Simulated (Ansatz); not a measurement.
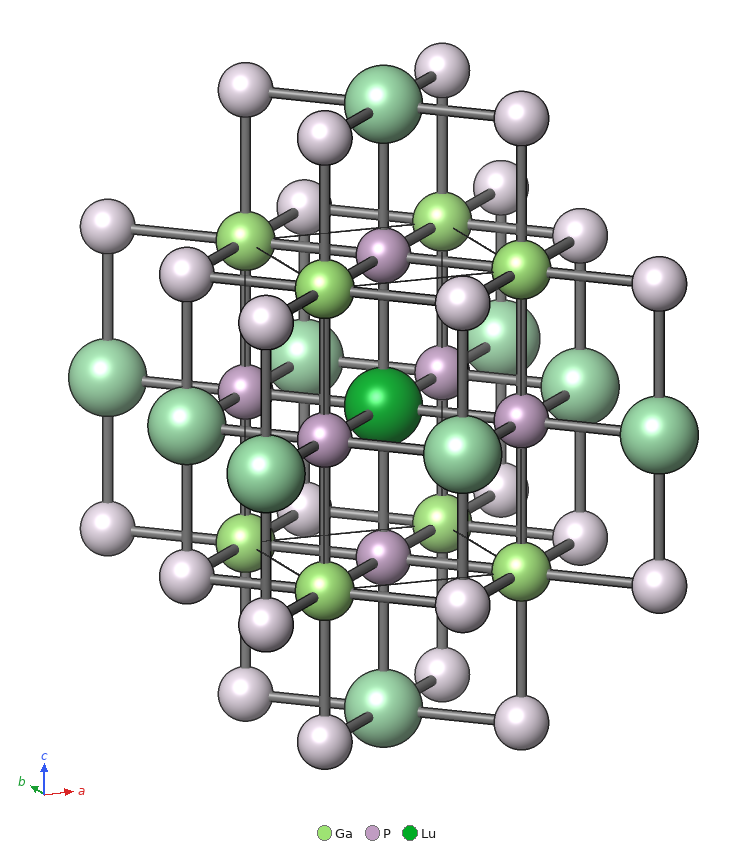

Structure drawing (ball-and-stick), viewed slightly off an axis. One conventional unit cell is framed, with atoms on its boundary repeated. Bonded neighbours in the next cells are drawn too, in fainter colours.

LuGaP2, space group P4/mmm (No. 123), a = 3.770 Å, b = 3.770 Å, c = 5.539 Å, α = 90.00°, β = 90.00°, γ = 90.00°. The cell started as a structure type filled with these elements by a generator (whether the compound takes this form wasn't checked). Earlier steps of the study may have refined or changed the cell and positions. A calculation with Ansatz used it as input.

This one geometry was computed with Ansatz (DFT, plane waves, PAW) at three levels of theory: PBE with spin-orbit coupling, PBE and r2SCAN. It was relaxed beforehand with r2SCAN.

**How does the band gap change with the level of theory?**

All levels give a metal.

**Collect the results in a table.**

| level | cutoff (eV) | k-mesh of the run's cell | gap (eV) | pressure (GPa) |
| --- | --- | --- | --- | --- |
| PBE with spin-orbit coupling | 420 | 8×8×6 | metal | 1.0 |
| PBE | 420 | 8×8×6 | metal | 1.2 |
| r2SCAN | 500 | 8×8×6 | metal | -0.1 |

Gaps are taken on the k-mesh or band path of each run.
